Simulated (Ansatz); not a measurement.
# Geometry relaxation of Si$_{3}$H$_{8}$O$_{3}$ (part 4 of 5)

Si$_{3}$H$_{8}$O$_{3}$; RKS PBE0-D4/def2-TZVP (Ansatz 0.2.0). 

Geometry of the input (Å):
```
Si -1.6082  0.4581  0.8855
O  -0.4721  1.5805  1.1165
Si 1.0011  2.1938  0.7113
O  -1.0002  -1.0327  0.9589
Si 0.0047  -2.1149  1.6704
H  -2.6638  0.6684  1.8919
O  -2.2446  0.5523  -0.6342
H  1.9585  1.1019  0.4111
H  0.8700  3.1116  -0.4435
H  1.4848  2.9531  1.8923
H  0.0795  -3.3176  0.8094
H  -0.5415  -2.4857  3.0015
H  1.3550  -1.5239  1.8434
H  -2.8093  1.3034  -0.8260
```

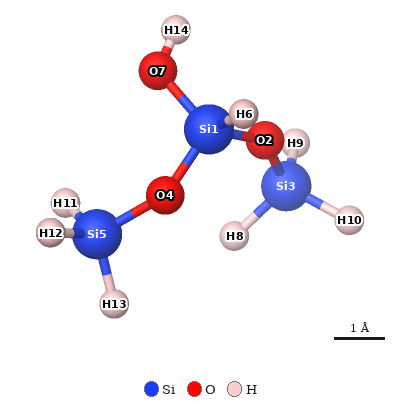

The geometry at step 64 of the log (ball-and-stick view, seen at a tilt; atoms are numbered from 1 in the order of the input).

**Trajectory as extended XYZ, continued**
```
14
Properties=species:S:1:pos:R:3:forces:R:3 step=48 energy=-29897.64452
Si   -1.6179    0.5751    1.1038    0.0002   0.0138   0.0184
O    -0.6213    1.8525    0.9659    0.0096  -0.0183  -0.0107
Si    0.9405    2.2690    0.6907   -0.0098   0.0007   0.0057
O    -0.8717   -0.6648    1.8252    0.0099  -0.0170  -0.0393
Si   -0.0330   -2.0591    1.6172   -0.0103   0.0213   0.0165
H    -2.7594    1.0053    1.9273   -0.0009   0.0004   0.0017
O    -2.0864    0.0367   -0.3662    0.0194  -0.0390   0.0195
H     1.8074    1.0618    0.6975    0.0042  -0.0053   0.0000
H     1.0424    2.9362   -0.6317   -0.0013   0.0048  -0.0001
H     1.3848    3.2040    1.7527   -0.0021   0.0039  -0.0013
H    -0.0847   -2.4981    0.2000    0.0014   0.0021   0.0083
H    -0.6286   -3.1019    2.4886    0.0022   0.0013  -0.0047
H     1.3803   -1.8330    2.0139   -0.0074  -0.0028  -0.0010
H    -2.4384    0.6644   -0.9966   -0.0152   0.0339  -0.0130
14
Properties=species:S:1:pos:R:3:forces:R:3 step=50 energy=-29897.64518
Si   -1.6078    0.5780    1.0985    0.0070   0.0430   0.0322
O    -0.6254    1.8583    0.8924   -0.0024  -0.0445   0.0007
Si    0.9441    2.2832    0.6821    0.0058  -0.0050   0.0015
O    -0.8155   -0.6468    1.7954   -0.0017  -0.0120  -0.0292
Si   -0.0230   -2.0697    1.6094   -0.0008  -0.0028   0.0009
H    -2.7080    1.0076    1.9797    0.0164  -0.0007  -0.0218
O    -2.1515    0.0262   -0.3394   -0.0318   0.0315  -0.0684
H     1.8232    1.0864    0.7639   -0.0122   0.0070  -0.0024
H     1.1010    2.9141   -0.6532   -0.0020   0.0042   0.0154
H     1.3301    3.2503    1.7392   -0.0047   0.0030  -0.0135
H    -0.0160   -2.4831    0.1826    0.0028   0.0039   0.0223
H    -0.7029   -3.1076    2.4275    0.0264   0.0311  -0.0202
H     1.3766   -1.9007    2.0817   -0.0434  -0.0072  -0.0035
H    -2.5108    0.6521   -0.9713    0.0405  -0.0515   0.0860
14
Properties=species:S:1:pos:R:3:forces:R:3 step=51 energy=-29897.64412 accepted=F
Si   -1.6052    0.5764    1.0981   -0.0106   0.0147   0.0077
O    -0.6202    1.8574    0.9195    0.0346  -0.0308   0.0037
Si    0.9479    2.2780    0.6850   -0.0006   0.0139  -0.0052
O    -0.8330   -0.6504    1.8132   -0.0029   0.0192  -0.0269
Si   -0.0273   -2.0629    1.6116    0.0100  -0.0274   0.0213
H    -2.7293    1.0089    1.9453    0.0004   0.0038  -0.0052
O    -2.1077    0.0203   -0.3550   -0.1364   0.2018  -0.1612
H     1.8251    1.0767    0.7431   -0.0265   0.0284   0.0011
H     1.0843    2.9203   -0.6485   -0.0004  -0.0113   0.0312
H     1.3510    3.2397    1.7421   -0.0028  -0.0193  -0.0240
H    -0.0315   -2.4713    0.1854    0.0042  -0.0016  -0.0117
H    -0.6862   -3.1097    2.4325    0.0091   0.0107  -0.0039
H     1.3733   -1.8822    2.0708   -0.0094  -0.0035   0.0021
H    -2.5272    0.6470   -0.9547    0.1314  -0.1987   0.1708
14
Properties=species:S:1:pos:R:3:forces:R:3 step=53 energy=-29897.64635
Si   -1.6061    0.5747    1.0987   -0.0147   0.0112   0.0042
O    -0.6115    1.8409    0.8819    0.0107  -0.0004  -0.0032
Si    0.9514    2.2872    0.6747   -0.0053  -0.0007   0.0035
O    -0.8275   -0.6585    1.7927    0.0075  -0.0076   0.0058
Si   -0.0257   -2.0755    1.6114    0.0019  -0.0013  -0.0042
H    -2.6968    1.0231    1.9804    0.0007  -0.0008   0.0005
O    -2.1639    0.0220   -0.3339    0.0003  -0.0059  -0.0039
H     1.8431    1.1003    0.7492    0.0012   0.0001  -0.0011
H     1.0992    2.9307   -0.6548    0.0012   0.0012  -0.0016
H     1.3247    3.2546    1.7355    0.0008   0.0008  -0.0007
H     0.0190   -2.4748    0.1824    0.0011   0.0008   0.0021
H    -0.7178   -3.1228    2.4022   -0.0015  -0.0016  -0.0004
H     1.3582   -1.9066    2.1210    0.0003   0.0002   0.0028
H    -2.5324    0.6527   -0.9528   -0.0042   0.0040  -0.0038
14
Properties=species:S:1:pos:R:3:forces:R:3 step=55 energy=-29897.64638 accepted=F
Si   -1.6019    0.5733    1.0987   -0.0043   0.0151  -0.0381
O    -0.5992    1.8245    0.8338   -0.0109  -0.0114   0.0025
Si    0.9598    2.2940    0.6567    0.0058  -0.0186   0.0065
O    -0.8128   -0.6608    1.7799   -0.0149   0.0127  -0.0058
Si   -0.0191   -2.0831    1.6136    0.0375  -0.0507  -0.0245
H    -2.6572    1.0404    2.0144    0.0089  -0.0023  -0.0093
O    -2.2174    0.0189   -0.3112    0.0008   0.0335   0.0186
H     1.8691    1.1217    0.7591   -0.0092   0.0076  -0.0005
H     1.1261    2.9280   -0.6757   -0.0044   0.0025   0.0123
H     1.2978    3.2738    1.7192   -0.0036  -0.0023  -0.0149
H     0.1315   -2.4346    0.1759   -0.0070   0.0094   0.0550
H    -0.7838   -3.1512    2.3120    0.0429   0.0513  -0.0286
H     1.3286   -1.9472    2.2301   -0.0709  -0.0123  -0.0161
H    -2.6077    0.6502   -0.9180    0.0291  -0.0345   0.0427
14
Properties=species:S:1:pos:R:3:forces:R:3 step=57 energy=-29897.64686
Si   -1.6023    0.5745    1.1012    0.0036  -0.0035  -0.0265
O    -0.5995    1.8234    0.8277   -0.0137  -0.0063  -0.0002
Si    0.9600    2.2918    0.6532    0.0043  -0.0053   0.0034
O    -0.8109   -0.6594    1.7800   -0.0116   0.0146   0.0056
Si   -0.0172   -2.0815    1.6115    0.0209  -0.0373  -0.0153
H    -2.6524    1.0455    2.0206    0.0073  -0.0029  -0.0067
O    -2.2249    0.0147   -0.3028    0.0104   0.0165   0.0290
H     1.8683    1.1196    0.7583   -0.0038   0.0006  -0.0011
H     1.1280    2.9267   -0.6780   -0.0027  -0.0010   0.0014
H     1.2970    3.2736    1.7136   -0.0023  -0.0011  -0.0027
H     0.1528   -2.4193    0.1729   -0.0030   0.0064   0.0538
H    -0.7929   -3.1535    2.2904    0.0359   0.0390  -0.0290
H     1.3192   -1.9531    2.2517   -0.0523  -0.0111  -0.0204
H    -2.6112    0.6451   -0.9119    0.0070  -0.0084   0.0087
14
Properties=species:S:1:pos:R:3:forces:R:3 step=58 energy=-29897.64709
Si   -1.6029    0.5754    1.1021   -0.0001   0.0030  -0.0234
O    -0.6011    1.8260    0.8330   -0.0117  -0.0059   0.0011
Si    0.9591    2.2907    0.6543   -0.0012  -0.0062   0.0007
O    -0.8125   -0.6581    1.7825   -0.0023   0.0037   0.0056
Si   -0.0175   -2.0793    1.6113    0.0158  -0.0356  -0.0067
H    -2.6566    1.0445    2.0180    0.0055  -0.0021  -0.0041
O    -2.2197    0.0156   -0.3042    0.0069   0.0108   0.0205
H     1.8641    1.1157    0.7557   -0.0012   0.0024   0.0006
H     1.1241    2.9252   -0.6775    0.0001   0.0008   0.0019
H     1.3004    3.2713    1.7143    0.0008  -0.0017  -0.0035
H     0.1471   -2.4207    0.1741   -0.0017   0.0110   0.0300
H    -0.7864   -3.1519    2.2937    0.0151   0.0258  -0.0168
H     1.3202   -1.9518    2.2460   -0.0317   0.0005  -0.0133
H    -2.6042    0.6454   -0.9148    0.0057  -0.0065   0.0073
14
Properties=species:S:1:pos:R:3:forces:R:3 step=60 energy=-29897.64784
Si   -1.6053    0.5786    1.1125    0.0009   0.0024  -0.0069
O    -0.6050    1.8270    0.8298    0.0012   0.0075   0.0013
Si    0.9574    2.2817    0.6438   -0.0043  -0.0115  -0.0071
O    -0.8123   -0.6522    1.7940    0.0108  -0.0051   0.0173
Si   -0.0118   -2.0691    1.6100   -0.0056  -0.0079   0.0055
H    -2.6528    1.0530    2.0318   -0.0027   0.0021   0.0036
O    -2.2295    0.0099   -0.2856   -0.0057  -0.0053  -0.0072
H     1.8549    1.1010    0.7441    0.0022   0.0001   0.0050
H     1.1210    2.9090   -0.6915    0.0003   0.0066   0.0028
H     1.3096    3.2631    1.6993    0.0010   0.0001  -0.0037
H     0.2139   -2.3641    0.1726    0.0067   0.0076  -0.0006
H    -0.8081   -3.1613    2.2218   -0.0051  -0.0024  -0.0010
H     1.2940   -1.9634    2.3075    0.0021   0.0022  -0.0058
H    -2.6121    0.6350   -0.9017   -0.0017   0.0036  -0.0033
14
Properties=species:S:1:pos:R:3:forces:R:3 step=62 energy=-29897.58042 accepted=F
Si   -1.6015    0.5735    1.1068    0.1754  -0.4358   0.3027
O    -0.6195    1.8456    0.8298   -0.2723  -0.3982  -0.1324
Si    0.9460    2.2604    0.6301    0.3377   0.3627   0.1648
O    -0.7710   -0.6331    1.8635   -0.6331   0.5834  -0.7025
Si   -0.0206   -2.0723    1.6195    0.2565   0.1888  -0.0154
H    -2.6380    1.0568    2.0415   -0.0024  -0.0737  -0.1175
O    -2.2445   -0.0147   -0.2963   -0.1595   0.9960  -0.3202
H     1.8596    1.0922    0.7474   -0.0926  -0.0393  -0.0443
H     1.1294    2.9109   -0.6931   -0.0348  -0.0774  -0.0173
H     1.2945    3.2465    1.6904    0.0153  -0.0621  -0.0647
H     0.2216   -2.3128    0.1726   -0.0683  -0.0187   0.0173
H    -0.8174   -3.1795    2.1956   -0.0598  -0.0149   0.0093
H     1.2897   -1.9717    2.3090    0.0094  -0.1162   0.0254
H    -2.6143    0.6463   -0.9282    0.5284  -0.8946   0.8947
14
Properties=species:S:1:pos:R:3:forces:R:3 step=64 energy=-29897.64883
Si   -1.6035    0.5827    1.1312    0.0068   0.0034  -0.0004
O    -0.6137    1.8327    0.8154   -0.0054  -0.0148   0.0005
Si    0.9534    2.2715    0.6266    0.0025   0.0007  -0.0012
O    -0.7946   -0.6284    1.8340   -0.0067  -0.0051  -0.0160
Si   -0.0089   -2.0499    1.6087    0.0003  -0.0306   0.0027
H    -2.6478    1.0682    2.0487    0.0014  -0.0018  -0.0021
O    -2.2334   -0.0189   -0.2515   -0.0001   0.0097   0.0066
H     1.8402    1.0826    0.7274   -0.0009   0.0001   0.0015
H     1.1206    2.8970   -0.7089   -0.0013   0.0022   0.0003
H     1.3180    3.2506    1.6801   -0.0002  -0.0007  -0.0026
H     0.2924   -2.2612    0.1679   -0.0004   0.0079   0.0454
H    -0.8542   -3.1661    2.1095    0.0277   0.0415  -0.0208
H     1.2587   -2.0052    2.3827   -0.0297  -0.0043  -0.0236
H    -2.6132    0.5925   -0.8835    0.0059  -0.0082   0.0097
14
Properties=species:S:1:pos:R:3:forces:R:3 step=65 energy=-29897.64907
Si   -1.6045    0.5837    1.1350    0.0008   0.0098  -0.0010
O    -0.6141    1.8314    0.8135    0.0015  -0.0086  -0.0001
Si    0.9535    2.2680    0.6219   -0.0026   0.0046   0.0019
O    -0.7960   -0.6275    1.8367    0.0051  -0.0153   0.0007
Si   -0.0079   -2.0471    1.6092    0.0203  -0.0346  -0.0067
H    -2.6458    1.0718    2.0541   -0.0002   0.0013   0.0017
O    -2.2387   -0.0203   -0.2441   -0.0015  -0.0044   0.0012
H     1.8386    1.0780    0.7241   -0.0003   0.0003  -0.0020
H     1.1191    2.8929   -0.7141    0.0002  -0.0024  -0.0014
H     1.3208    3.2483    1.6733    0.0002  -0.0002   0.0004
H     0.3227   -2.2406    0.1716   -0.0139   0.0051   0.0525
H    -0.8638   -3.1683    2.0814    0.0383   0.0477  -0.0235
H     1.2482   -2.0116    2.4034   -0.0457  -0.0067  -0.0202
H    -2.6180    0.5894   -0.8775   -0.0023   0.0034  -0.0035
14
Properties=species:S:1:pos:R:3:forces:R:3 step=67 energy=-29897.64988
Si   -1.6094    0.5858    1.1447   -0.0054  -0.0053  -0.0016
O    -0.6136    1.8256    0.8106    0.0033  -0.0019  -0.0011
Si    0.9536    2.2578    0.6072   -0.0037  -0.0030  -0.0059
O    -0.8037   -0.6309    1.8400   -0.0014   0.0076   0.0127
Si    0.0001   -2.0404    1.6113    0.0488  -0.0514  -0.0320
H    -2.6373    1.0827    2.0743    0.0012   0.0000   0.0001
O    -2.2623   -0.0165   -0.2264   -0.0023   0.0047  -0.0038
H     1.8360    1.0660    0.7110    0.0021   0.0006   0.0032
H     1.1129    2.8717   -0.7347    0.0000   0.0023   0.0020
H     1.3290    3.2441    1.6502    0.0006  -0.0005  -0.0018
H     0.4231   -2.1798    0.1901   -0.0290   0.0033   0.0720
H    -0.8792   -3.1800    1.9868    0.0410   0.0496  -0.0206
H     1.2055   -2.0328    2.4822   -0.0560  -0.0048  -0.0257
H    -2.6410    0.5947   -0.8589    0.0008  -0.0011   0.0026
14
Properties=species:S:1:pos:R:3:forces:R:3 step=69 energy=-29897.65058
Si   -1.6111    0.5865    1.1537    0.0028  -0.0070  -0.0068
O    -0.6142    1.8226    0.8077   -0.0022  -0.0070   0.0013
Si    0.9527    2.2517    0.5961    0.0008  -0.0044  -0.0063
O    -0.8030   -0.6287    1.8502   -0.0075   0.0110  -0.0024
Si    0.0063   -2.0340    1.6113    0.0174  -0.0610  -0.0140
H    -2.6323    1.0892    2.0878    0.0044  -0.0017  -0.0036
O    -2.2738   -0.0189   -0.2121    0.0054   0.0081   0.0128
H     1.8349    1.0600    0.7035   -0.0008   0.0001   0.0055
H     1.1087    2.8563   -0.7504   -0.0024   0.0045   0.0022
H     1.3334    3.2439    1.6316   -0.0013  -0.0010  -0.0034
H     0.4852   -2.1319    0.2048   -0.0167   0.0067   0.0685
H    -0.8897   -3.1831    1.9123    0.0426   0.0559  -0.0176
H     1.1701   -2.0579    2.5364   -0.0446  -0.0005  -0.0400
H    -2.6530    0.5923   -0.8445    0.0021  -0.0037   0.0038
14
Properties=species:S:1:pos:R:3:forces:R:3 step=70 energy=-29897.65118
Si   -1.6113    0.5868    1.1607    0.0069   0.0059  -0.0056
O    -0.6147    1.8207    0.8057   -0.0052  -0.0091   0.0026
Si    0.9521    2.2475    0.5884   -0.0003  -0.0012  -0.0031
O    -0.8016   -0.6258    1.8596   -0.0038  -0.0075  -0.0031
Si    0.0074   -2.0303    1.6109    0.0207  -0.0307  -0.0012
H    -2.6289    1.0938    2.0962    0.0020   0.0002  -0.0011
O    -2.2789   -0.0229   -0.2006    0.0048  -0.0009   0.0124
H     1.8338    1.0560    0.7019   -0.0011   0.0018   0.0026
H     1.1052    2.8451   -0.7615   -0.0003   0.0014   0.0021
H     1.3349    3.2456    1.6175    0.0001  -0.0005  -0.0028
H     0.5280   -2.0963    0.2190   -0.0211  -0.0011   0.0369
H    -0.9002   -3.1817    1.8607    0.0389   0.0477  -0.0141
H     1.1468   -2.0774    2.5637   -0.0399  -0.0058  -0.0224
H    -2.6587    0.5869   -0.8338   -0.0015  -0.0002  -0.0031
14
Properties=species:S:1:pos:R:3:forces:R:3 step=72 energy=-29897.65200
Si   -1.6099    0.5878    1.1758    0.0013   0.0208  -0.0041
O    -0.6152    1.8177    0.8019   -0.0022  -0.0101   0.0031
Si    0.9505    2.2422    0.5728    0.0013   0.0060  -0.0006
O    -0.7968   -0.6204    1.8781    0.0118  -0.0250   0.0014
Si    0.0113   -2.0226    1.6094    0.0137  -0.0256  -0.0046
H    -2.6195    1.1038    2.1147    0.0005   0.0006   0.0008
O    -2.2881   -0.0327   -0.1751   -0.0002  -0.0024   0.0027
H     1.8336    1.0534    0.7020   -0.0012   0.0013  -0.0007
H     1.0986    2.8212   -0.7859   -0.0005  -0.0033   0.0019
H     1.3364    3.2559    1.5853   -0.0013  -0.0004  -0.0011
H     0.6098   -2.0284    0.2472   -0.0200  -0.0020   0.0418
H    -0.9184   -3.1747    1.7496    0.0355   0.0435  -0.0070
H     1.0920   -2.1277    2.6238   -0.0365  -0.0014  -0.0291
H    -2.6703    0.5725   -0.8112   -0.0021  -0.0018  -0.0045
14
Properties=species:S:1:pos:R:3:forces:R:3 step=74 energy=-29897.65269
Si   -1.6064    0.5891    1.1896   -0.0089  -0.0081  -0.0073
O    -0.6129    1.8146    0.8002    0.0059  -0.0096   0.0026
Si    0.9502    2.2425    0.5598   -0.0013  -0.0013  -0.0063
O    -0.7920   -0.6204    1.8898   -0.0001   0.0159   0.0041
Si    0.0127   -2.0210    1.6063    0.0172  -0.0204  -0.0057
H    -2.6056    1.1126    2.1354   -0.0007  -0.0006   0.0005
O    -2.2985   -0.0393   -0.1511    0.0012   0.0120   0.0011
H     1.8394    1.0611    0.7120    0.0002   0.0020   0.0048
H     1.0938    2.7910   -0.8120   -0.0011   0.0030   0.0038
H     1.3312    3.2798    1.5501   -0.0016  -0.0018  -0.0045
H     0.6847   -1.9768    0.2809   -0.0139  -0.0055   0.0179
H    -0.9334   -3.1654    1.6467    0.0200   0.0214  -0.0028
H     1.0350   -2.1805    2.6709   -0.0190  -0.0034  -0.0125
H    -2.6842    0.5607   -0.7902    0.0021  -0.0037   0.0043
14
Properties=species:S:1:pos:R:3:forces:R:3 step=76 energy=-29897.65299
Si   -1.6036    0.5892    1.1986   -0.0114  -0.0095  -0.0071
O    -0.6106    1.8115    0.7990    0.0105  -0.0072   0.0017
Si    0.9502    2.2438    0.5509   -0.0044   0.0036   0.0005
O    -0.7871   -0.6204    1.8967    0.0053   0.0125   0.0026
Si    0.0139   -2.0215    1.6039    0.0099  -0.0253  -0.0039
H    -2.5957    1.1167    2.1497    0.0008  -0.0009  -0.0008
O    -2.3053   -0.0416   -0.1359    0.0034   0.0056   0.0041
H     1.8465    1.0712    0.7270   -0.0011   0.0024   0.0006
H     1.0911    2.7688   -0.8303    0.0000  -0.0015   0.0012
H     1.3239    3.3022    1.5214   -0.0018  -0.0020  -0.0027
H     0.7307   -1.9499    0.3032   -0.0102  -0.0014   0.0197
H    -0.9420   -3.1580    1.5798    0.0152   0.0195   0.0001
H     0.9958   -2.2202    2.6993   -0.0164   0.0026  -0.0176
H    -2.6939    0.5564   -0.7750    0.0002   0.0016   0.0016
14
Properties=species:S:1:pos:R:3:forces:R:3 step=77 energy=-29897.65316
Si   -1.5996    0.5880    1.1996    0.0116  -0.0049   0.0045
O    -0.6090    1.8123    0.8009   -0.0055   0.0000   0.0001
Si    0.9497    2.2496    0.5503    0.0013  -0.0020   0.0013
O    -0.7767   -0.6173    1.8976   -0.0029  -0.0011   0.0002
Si    0.0114   -2.0255    1.6025    0.0029  -0.0005   0.0013
H    -2.5935    1.1121    2.1507   -0.0008   0.0014  -0.0011
O    -2.2989   -0.0446   -0.1351   -0.0020   0.0096   0.0001
H     1.8507    1.0822    0.7367    0.0003   0.0027  -0.0006
H     1.0898    2.7641   -0.8348    0.0002  -0.0001  -0.0007
H     1.3178    3.3169    1.5128   -0.0010   0.0017  -0.0010
H     0.7300   -1.9572    0.3042    0.0008  -0.0004  -0.0002
H    -0.9533   -3.1526    1.5744   -0.0025   0.0001  -0.0002
H     0.9890   -2.2346    2.6982   -0.0012  -0.0012  -0.0008
H    -2.6934    0.5546   -0.7695   -0.0013  -0.0052  -0.0030
```
